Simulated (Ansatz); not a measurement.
Species, as SMILES: Cl[Si](Cl)(Cl)Cl.
Atoms: Si1, Cl2, Cl3, Cl4, Cl5. Bonds: Si1-Cl2, Si1-Cl3, Si1-Cl4, Si1-Cl5.

Basis-set convergence of the harmonic zero-point energy at PBE with Ansatz (a first-principles code). Each level at its own minimum, finite differences of forces, unscaled; the reference is a large set that could be run, not a limit. Cartesian d functions, on some or all atoms, in 6-31G**, 6-311G**, 6-311+G**; all else is spherical. The program fits the integrals of some runs and decomposes those of others, by size. No added dispersion term, no relativity. Reference: the value in aug-pcseg-3, 4.40 kcal/mol. Deviations are taken from unrounded values.

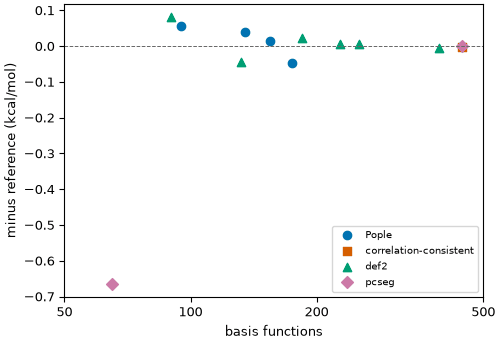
Figure: Deviation from the reference against the number of basis functions, by family of sets.

```csv
basis,functions,harmonic zero-point energy (kcal/mol),minus reference (kcal/mol)
pcseg-0,65,3.73,-0.66
def2-SVP,90,4.48,0.08
6-31G**,95,4.45,0.05
def2-SVPD,132,4.35,-0.04
6-311G**,135,4.44,0.04
6-311+G**,155,4.41,0.02
"6-311++G(2d,2p)",175,4.35,-0.05
def2-TZVP,185,4.42,0.02
def2-TZVPD,227,4.40,0.01
def2-TZVPPD,252,4.40,0.01
def2-QZVPPD,392,4.39,0.00
aug-cc-pV(Q+d)Z,445,4.39,0.00
aug-pcseg-3,445,4.40,0.00
```
